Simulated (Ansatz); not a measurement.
# Calculations on C₂H₆B₂

### Relaxation

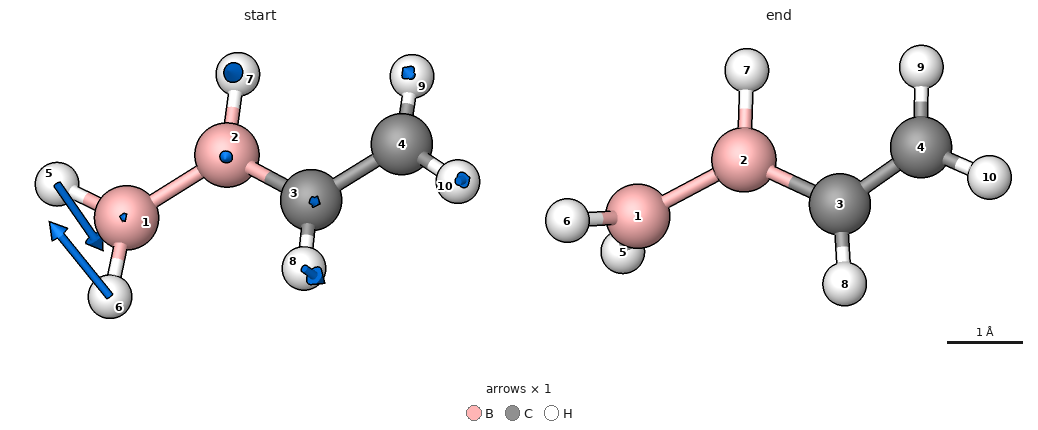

The structure of C₂H₆B₂ before (left) and after (right) a relaxation, at one scale. The blue arrows give the displacements, at their true length.

A ball-and-stick model, seen from a free direction.

The run prepares an end point of a later path (torsion) calculation, from a guessed geometry.

The calculation used Ansatz 0.2.0, RKS B3LYP/cc-pVDZ. Settings: no spin polarisation; force threshold 0.015 eV/Å; at most 40 steps.

> Summarise the run.

The energy falls by 109.0 kJ/mol in 13 accepted moves (14 points after the start). Largest force component: 6.9 eV/Å at the start, 0.0075 eV/Å at the end. The line search rejected the trial step at point 11 of the run. The largest move after the best rigid fit is that of H6, 1.33 Å. Largest moves by element: H 1.33 Å, B 0.18 Å, C 0.16 Å. Near-neighbour distances that change, for instance: C4–H9 1.006 → 1.095 Å, C3–C4 1.437 → 1.349 Å, C3–H8 1.038 → 1.098 Å, B1–B2 1.597 → 1.653 Å. Among the angles between lasting bonds that change: B1–B2–C3 119.1° → 129.2°, C3–C4–H10 114.9° → 122.7°, H9–C4–H10 123.7° → 116.4°. Groups turn about B1–B2 by about 90°. The run took roughly 60 core-seconds on a shared host.

### Relaxation

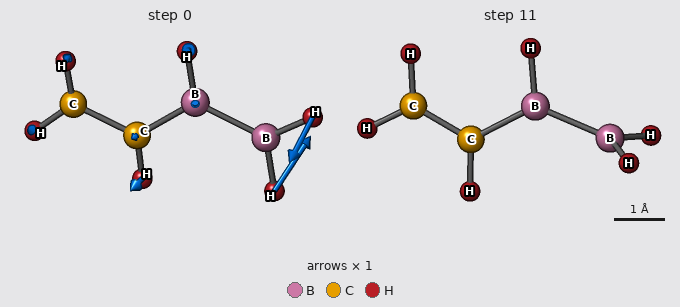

The structure of C₂H₆B₂ before (left) and after (right) a relaxation, at one scale. The blue arrows give the displacements, at their true length.

A ball-and-stick model, seen at a tilt.

The run prepares an end point of a later path (torsion) calculation, from a guessed geometry.

Computed with Ansatz, RKS B3LYP/cc-pVDZ. Set-up: no spin polarisation; force threshold 0.015 eV/Å; at most 40 steps.

What changed between the two?

Answer. The largest move after the best rigid fit is that of an H atom, 1.38 Å. Largest moves by element: H 1.38 Å, B 0.18 Å, C 0.17 Å. Among the contacts that change: C–H 1.006 → 1.095 Å, C–C 1.437 → 1.349 Å, C–H 1.038 → 1.098 Å, B–B 1.597 → 1.653 Å. Among the angles between lasting bonds that change: B–B–C 119.1° → 129.2°, C–C–H 114.9° → 122.7°, H–C–H 123.7° → 116.4°. Groups turn about B–B by about 90°. Over 11 geometry steps the energy falls by 1.124 eV. The largest force component goes from 5 to 0.0051 eV/Å.

### Path

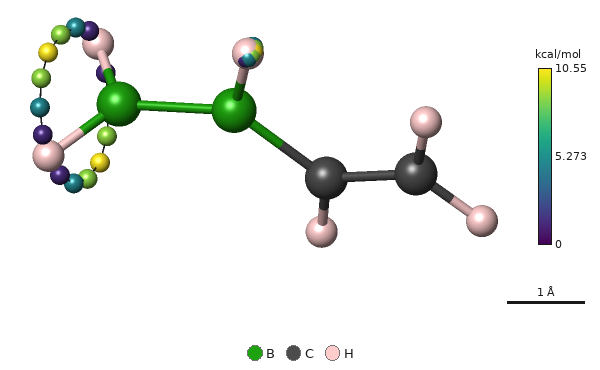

A search for the minimum-energy path of C2H6B2 by the nudged elastic band. Images are numbered from 0 (start) to 8 (end). The start is drawn whole; smaller spheres mark the moving atoms (H) in the later images, joined by lines and coloured by the energy of the image relative to the start. The picture is a ball-and-stick view, seen from a free direction.

Computed with RKS B3LYP/cc-pVDZ (Ansatz 0.2.0).

Input file:
```yaml
crystal:
  periodic: [false, false, false]
  atoms:
    - { symbol: B, position_ang: [-1.697713, 0.647175, -1.061273] }
    - { symbol: B, position_ang: [-0.16614, 0.358938, -0.510907] }
    - { symbol: C, position_ang: [0.297073, -0.497646, 0.696687] }
    - { symbol: C, position_ang: [1.601686, -0.630869, 1.013826] }
    - { symbol: H, position_ang: [-2.221898, -0.040175, -1.91058] }
    - { symbol: H, position_ang: [-2.349256, 1.600771, -0.69448] }
    - { symbol: H, position_ang: [0.722404, 0.899482, -1.147773] }
    - { symbol: H, position_ang: [-0.426926, -1.02403, 1.332454] }
    - { symbol: H, position_ang: [2.376894, -0.131751, 0.422749] }
    - { symbol: H, position_ang: [1.946876, -1.233095, 1.862197] }
basis:
  gaussian: { orbitals: cc-pVDZ }
hamiltonian:
  xc: b3lyp
neb:
  order_check: false
  images: 7
  f_tol: 0.05
  max_iterations: 36
  initial_path: idpp
  final_atoms:
    - { symbol: B, position_ang: [-1.69747371, 0.64764258, -1.06144492] }
    - { symbol: B, position_ang: [-0.16621486, 0.35810078, -0.51152979] }
    - { symbol: C, position_ang: [0.29713369, -0.49822493, 0.69586432] }
    - { symbol: C, position_ang: [1.60157299, -0.63069949, 1.01352603] }
    - { symbol: H, position_ang: [-2.34771686, 1.60189575, -0.69374208] }
    - { symbol: H, position_ang: [-2.22296005, -0.04068889, -1.90916979] }
    - { symbol: H, position_ang: [0.72207318, 0.89862228, -1.14859996] }
    - { symbol: H, position_ang: [-0.42690897, -1.0239391, 1.3320231] }
    - { symbol: H, position_ang: [2.37760109, -0.13199944, 0.42292684] }
    - { symbol: H, position_ang: [1.9458935, -1.23190955, 1.86304626] }
```

Command:
```bash
ansatz run input.yaml --threads 1 --pin off --max-ram 2048MiB --backend cpu --events-out ev --progress --plain --runs-dir out
```

**What moves, how far, and at what cost in energy?**

The motion is a rotation about the B–B bond by about 180°. No bond forms or breaks between the ends. Among the angles between lasting bonds that change up to the highest image: B–B–C 129.2° → 122.9°, B–B–H 115.1° → 121.3°. The barrier is about 10.5 kcal/mol in both directions, with image 4 at the top; the ends have the same energy. The band converged in 6 iterations. The largest component of the band force went from 2.3 to 0.048 eV/Å. The climbing image converged on the top of the path. Its vibrational analysis gives one imaginary mode (387i cm⁻¹), as a transition state must have.
